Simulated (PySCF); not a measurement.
## Electronic structure of C$_{6}$H$_{11}$B (SMILES CC#CCB(C)C) in real space

```xyz
18

C     3.5890   -0.2447    0.1829
C     2.1748   -0.5193    0.3426
C     1.0066   -0.7494    0.4797
C    -0.4102   -1.0108    0.6464
B    -1.3883    0.1024    0.0765
C    -0.8469    1.1928   -0.9201
C    -2.8931    0.1014    0.5468
H     4.1448   -1.1773    0.0794
H     3.9661    0.2945    1.0525
H     3.7553    0.3637   -0.7067
H    -0.6064   -1.2089    1.7054
H    -0.6453   -1.9466    0.1232
H    -0.2186    0.7521   -1.6924
H    -1.6198    1.7851   -1.4042
H    -0.1962    1.8814   -0.3803
H    -3.2380   -0.8534    0.9386
H    -3.5842    0.4173   -0.2319
H    -2.9983    0.8262    1.3557
```

Geometry: GFN2-xTB.

All numbers below come from PBE0/pcSseg-1, SCF density, gas phase, non-relativistic (PySCF 2.14.0).

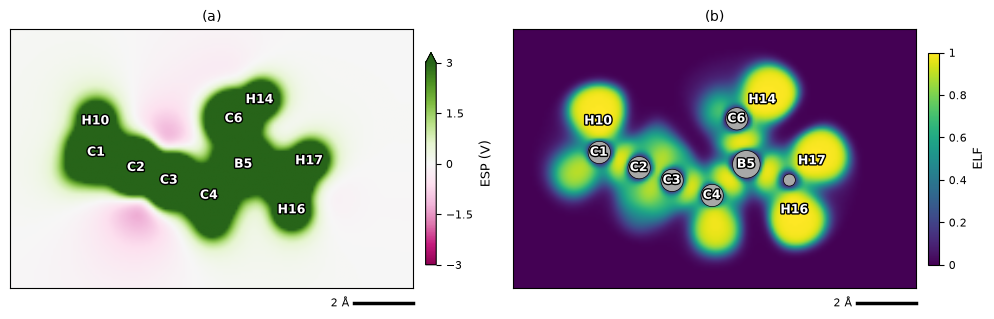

Figure 1. (a) electrostatic potential; (b) electron localisation function on the plane of atoms B5, C6 and H14. Grey discs cover the atomic cores in the ELF map.

**What do the fields say about this system?**

The plane passes through C, B and H nuclei. C–C (1.20 Å): the ELF peaks at about 0.85 between the atoms; a short, multiple covalent bond. C–B (1.57 Å): the ELF peaks at about 1 between the atoms (a covalent bond). C–H (1.09 Å): the ELF climbs to about 1 towards the hydrogen, as it does in any bond to H (a covalent bond by its length). Outside the dense part of the molecule the potential is most negative (−1.3 V) near C2.

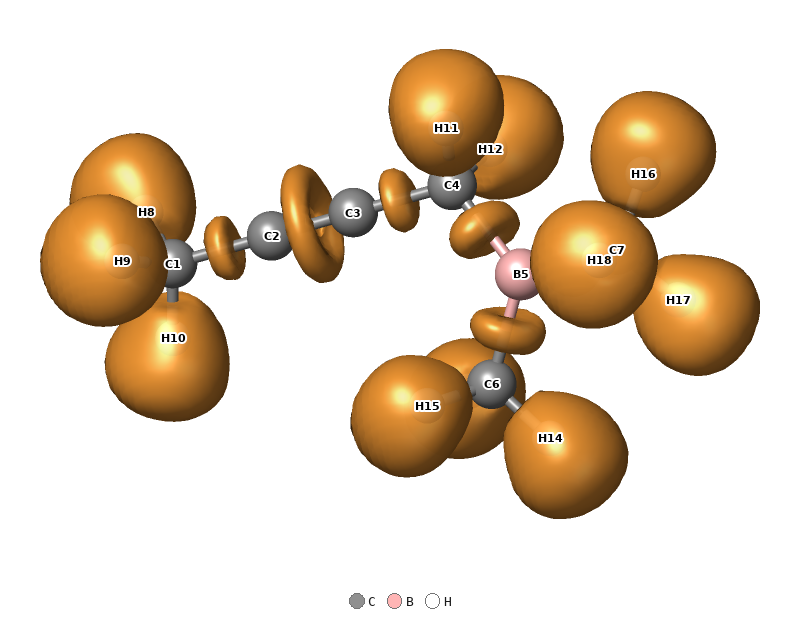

Figure 2. Isosurface of the electron localisation function at 0.85 (orange), seen at a tilt. Only the valence region is drawn (cores and ρ < 0.01 e/Å³ removed).

**Describe the localisation domains.**

At this value the surface marks out three regions between bonded B–C atoms (shared pairs), three regions between bonded C–C atoms (shared pairs) and eleven regions around hydrogen nuclei.

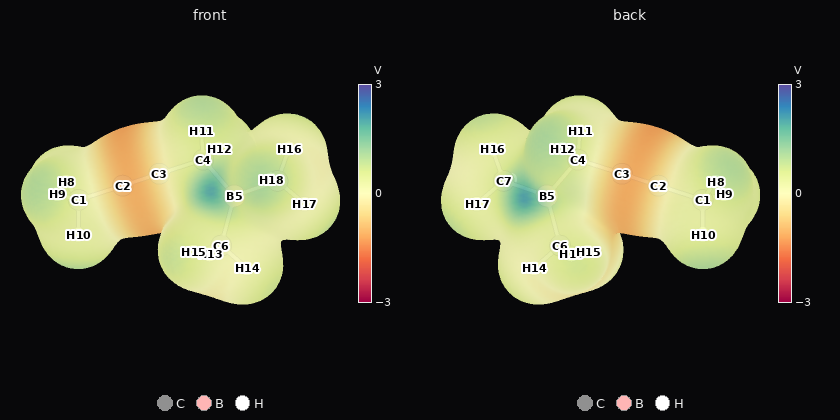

Figure 3. The electrostatic potential painted on the density surface at 0.004 e/bohr³, seen from the front and from behind; red is negative and blue positive.

**Describe the electrostatic potential map.**

The most negative region (about −1.2 V) lies over C2 and C3, the most positive (about +1.9 V) over B5.

**What dipole moment does the calculation give?**

Its dipole moment is 0.22 D.

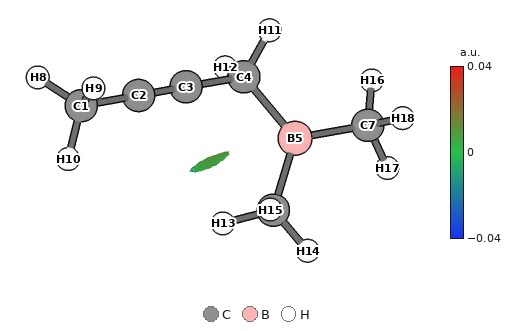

Figure 4. Non-covalent interaction (NCI) plot: the surface where the reduced density gradient is 0.5, for densities under 0.05 a.u., coloured by sign(λ₂)ρ; seen at a tilt.

**Which non-covalent interactions does the plot reveal?**

Between C3 and C4 on one side and C6 and B5 on the other: a weak contact (green).
